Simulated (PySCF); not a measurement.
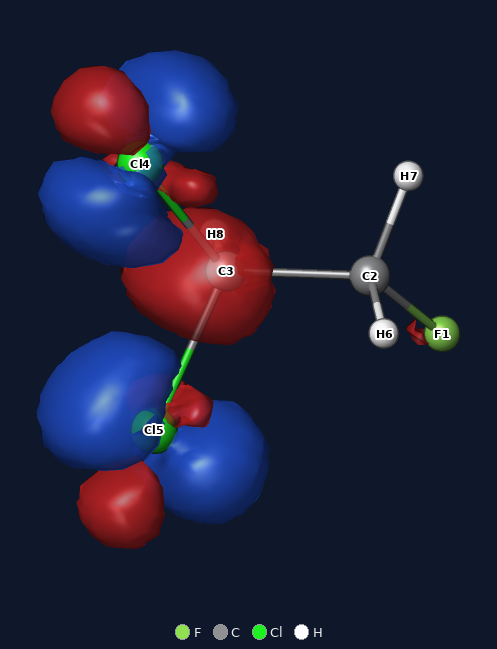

Figure. C2H3Cl2F, SMILES `FCC(Cl)Cl`. Unrelaxed difference density of S₂ less the ground state (TDA singlet states), ±0.04 e/Å³; red: gain, blue: loss.

Method: PBE0/def2-SVPD; geometry: GFN2-xTB; program: PySCF. No frequency check shows the geometry to be a minimum. GFN2-xTB bond lengths at metals and heavier atoms can be off by up to 0.1 Å and shapes distorted, which carries into these values.

The calculation's input:

```python
import numpy as np
from pyscf import gto, scf, dft, tdscf
from pyscf.scf import atom_ks, atom_hf
from scipy.linalg import block_diag

def solve(mol, dm0=None, hcore=None):
    mf = (dft.UKS if mol.spin else dft.RKS)(mol, xc='pbe0')
    mf.grids.level = 3
    mf = mf.density_fit(auxbasis='def2-universal-jkfit')
    mf.conv_tol, mf.max_cycle = 1e-8, 80
    if hcore is not None:
        mf.get_hcore = lambda *args: hcore
    mf.kernel(dm0)
    if not mf.converged:
        mf = mf.newton().run(mf.mo_coeff, mf.mo_occ, max_cycle=30)
    assert mf.converged, 'SCF not converged'
    return mf

mol = gto.M(atom='''
F      2.20191     0.73665    -0.16350
C      0.95594     0.96443     0.34689
C     -0.06213     0.10034    -0.38382
Cl    -1.69453     0.67146     0.01624
Cl     0.10830    -1.60913     0.07509
H      0.98652     0.72970     1.41514
H      0.73151     2.02542     0.19185
H      0.06785     0.16685    -1.46648
''', basis='def2-svpd', charge=0, spin=0, verbose=4)
mf = solve(mol)
td = mf.TDA()
td.nstates, td.singlet, td.conv_tol = 4, True, 1e-5
td.kernel()
td.analyze()
x, y = np.array([p[0] for p in td.xy]), np.array([p[1] + 0 * p[0] for p in td.xy])
f, mu = td.oscillator_strength(), td.transition_dipole()
nto = [td.get_nto(state=i + 1, verbose=4) for i in range(len(td.e))]
# spherically averaged free atoms, for the promolecule
atm = atom_ks.get_atm_nrks(mol, xc='pbe0')
pro = block_diag(*[(atm[a[0]][2] * atm[a[0]][3]) @ atm[a[0]][2].T for a in mol._atom])
np.savez('result.npz', e=td.e, f=f, ok=td.converged, w=[n[0] for n in nto], nto=[n[1] for n in nto], x=x, y=y, c=mf.mo_coeff, occ=mf.mo_occ, eps=mf.mo_energy, pro=pro, mu=mu)
```

Run with:

```sh
OMP_NUM_THREADS=1 python input.py
```

The run took 4.3 min on 1 thread of Arm Neoverse V1, on a shared host, peak memory 0.7 GiB.

### How does the charge move on excitation?

0.67 e is displaced in all, of which about 0.3 e passes between atoms: Cl5 (0.22 e) and Cl4 (0.10 e) lose electrons and C3 (0.23 e) gains them. The state: 7.13 eV (174 nm), f = 0.026, partly diffuse acceptor orbital; the leading pair carries 93 %; hole on Cl5 (52 %) and Cl4 (42 %), electron on Cl4 (32 %), Cl5 (30 %) and C3 (27 %) (atom shares of so diffuse an orbital are rough); their centroids lie 0.3 Å apart; S₁ lies within 0.1 eV of it.
